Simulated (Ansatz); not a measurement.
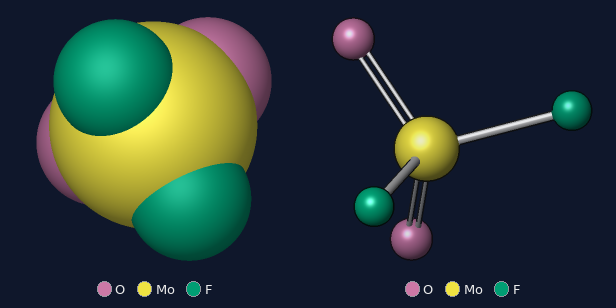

Both panels show the same species.

The species is neutral and a spin singlet.

Question: Give the formula.

Answer: MoO₂F₂, 5 atoms: 1 molybdenum, 2 oxygen and 2 fluorine.

Question: How many bonds of each kind are drawn?

Answer: 2 Mo–O, 2 F–Mo.

Question: What is its SMILES?

Answer: [O]=[Mo](=[O])([F])[F]

Question: How many sets of symmetry-equivalent atoms are there?

Answer: 3: 2 O, 1 Mo, 2 F.

Question: Which point group does it belong to?

Answer: C2v.

More results for the same structure follow; atom numbers are the same in all pictures, views and colours differ. Computed geometry: PBE0-D4/def2-TZVP optimisation.

**Thermal motion**

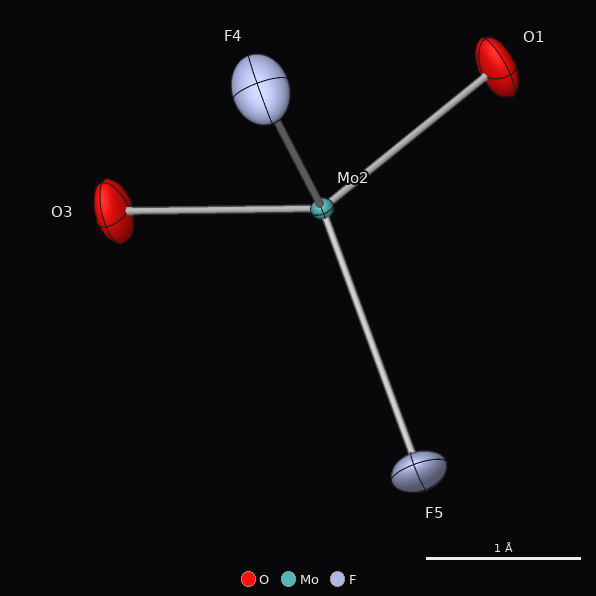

Displacement ellipsoids at the 50 % level, enlarged 2 times, from the internal vibrations of the free molecule (harmonic, no overall translation or rotation; no half-axis is drawn under 0.075 Å). Vibrations computed with RKS PBE0-D4/def2-TZVP, core potentials on Mo (Ansatz 0.2.0). Temperature: 400 K.

Question: Which atom has the largest mean-square displacement?

Answer: F4, F5, with U_eq = 0.0040 Å².

List U_eq and the three principal root-mean-square amplitudes for each kind of atom.

```tsv
atom	U_eq (Å²)	rms amplitudes (Å)
O1, O3	0.0033	0.036, 0.059, 0.073
Mo2	0.00038	0.017, 0.020, 0.021
F4, F5	0.0040	0.040, 0.061, 0.082
```

**Vibrations**

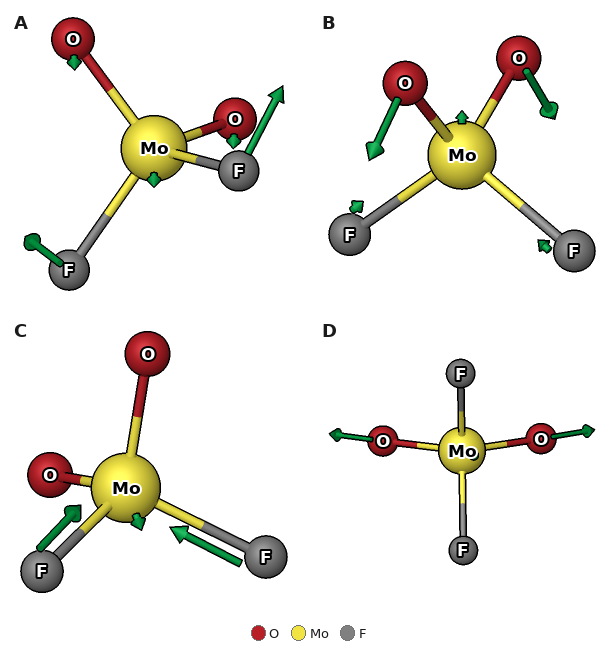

4 normal modes of one molecule or complex, as arrows. Harmonic vibrations computed with RKS PBE0-D4/def2-TZVP, core potentials on Mo (Ansatz 0.2.0) at a stationary point of the same level.

Question: Match the panels to the wavenumbers 188 cm⁻¹, 379 cm⁻¹, 717 cm⁻¹, 1097 cm⁻¹.

Answer: A: 188 cm⁻¹, F–Mo–F bending
B: 379 cm⁻¹, O–Mo–O bending
C: 717 cm⁻¹, in-phase stretching of 2 Mo–F bonds
D: 1097 cm⁻¹, in-phase stretching of 2 Mo–O bonds

**Dipole moment**

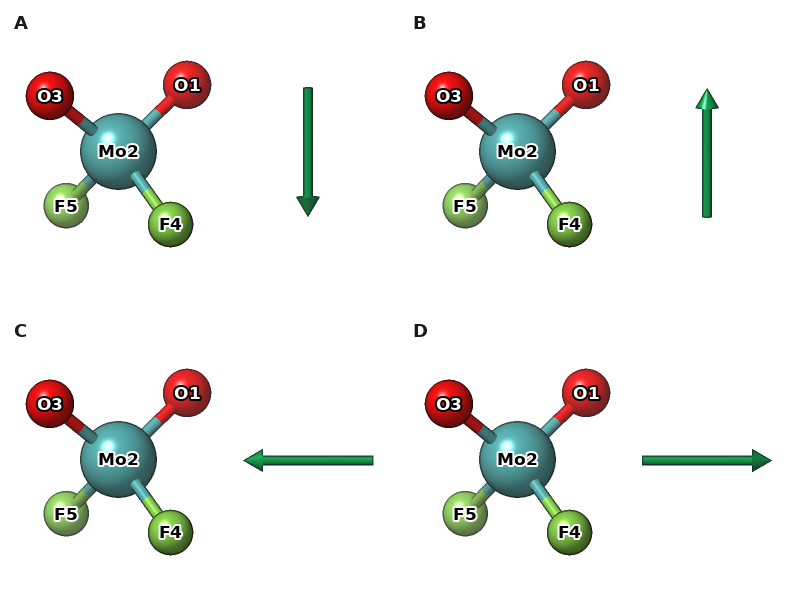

The same molecule four times, each with an arrow. Properties computed with RKS PBE0-D4/def2-TZVP, core potentials on Mo (Ansatz 0.2.0).

Question: Which arrow points along the dipole moment, from the negative to the positive end?

Answer: A. The dipole moment is 0.92 D; it points from the side of O1, O3 to the side of F4, F5 (the outermost atoms at the two ends).
